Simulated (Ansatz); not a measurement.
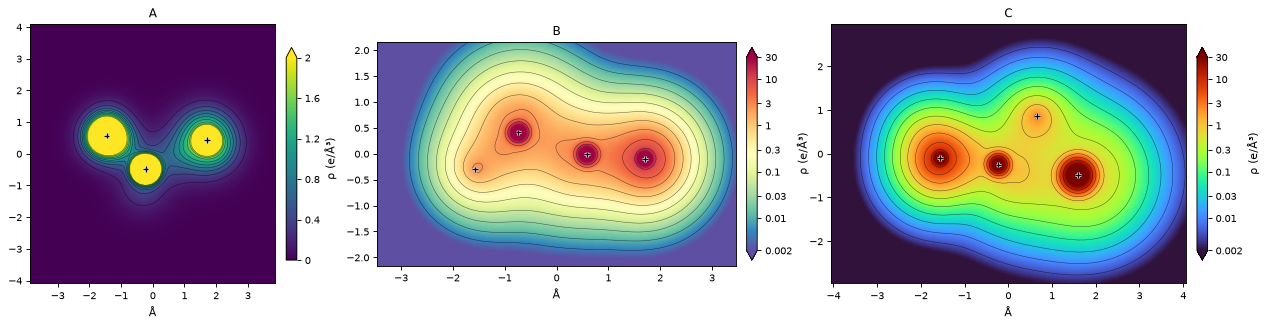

The electron density of 3 systems, each on a plane through atoms (crosses mark nuclei in the plane).

All numbers below come from RKS PBE0-D4/def2-TZVPP (Ansatz).

System 1: BH3OSi, the plane of atoms Si3, B1 and H6. Geometry: PBE0-D4/def2-TZVP.

```xyz
6

B     0.1458   -0.4434   -0.0983
O     0.4360   -1.7506   -0.2329
Si   -0.1923    1.3545    0.0423
H    -1.1590    0.0737   -0.3464
H    -0.1356   -2.3711    0.2251
H    -0.0260    0.1686    1.1782
```

System 2: H4O2SSi, the plane of atoms S3, Si1 and O6. The reactant side of a reaction path; geometry: PBE0-D4/def2-TZVP.

```yaml
atoms:
  - { symbol: Si, position_ang: [0.3363, 0.0756, -0.0618] }
  - { symbol: H, position_ang: [1.5098, -0.3780, -0.8340] }
  - { symbol: S, position_ang: [-1.4294, -0.9313, -0.7260] }
  - { symbol: H, position_ang: [-0.8350, -2.1357, -0.7677] }
  - { symbol: O, position_ang: [0.0191, 1.6738, -0.2200] }
  - { symbol: O, position_ang: [0.7216, -0.2243, 1.4914] }
  - { symbol: H, position_ang: [-0.3742, 1.9775, -1.0393] }
  - { symbol: H, position_ang: [0.0518, -0.0575, 2.1575] }
```

System 3: C2HO (charge +1), the molecular plane. Geometry: PBE0-D4/def2-TZVP.

```tsv
atom	x (Å)	y (Å)	z (Å)
C	0.7724	-0.1680	0.2926
C	-0.4048	0.3690	-0.2176
O	-1.2169	1.0285	-0.6357
H	0.8493	-1.2296	0.5608
```

Match each panel to its system.

Answer. Panel A is system 2, H4O2SSi: the plane holds Si, S and O. Si–O (1.63 Å): ρ is about 1.2 e/Å³ halfway. Panel B is system 3, C2HO: the plane holds C, O and H. C–O (1.13 Å): ρ at the midpoint is about 4.1 e/Å³. Panel C is system 1, BH3OSi: the plane holds B, O, Si and H. B–O (1.35 Å): ρ at the midpoint is about 2.2 e/Å³.
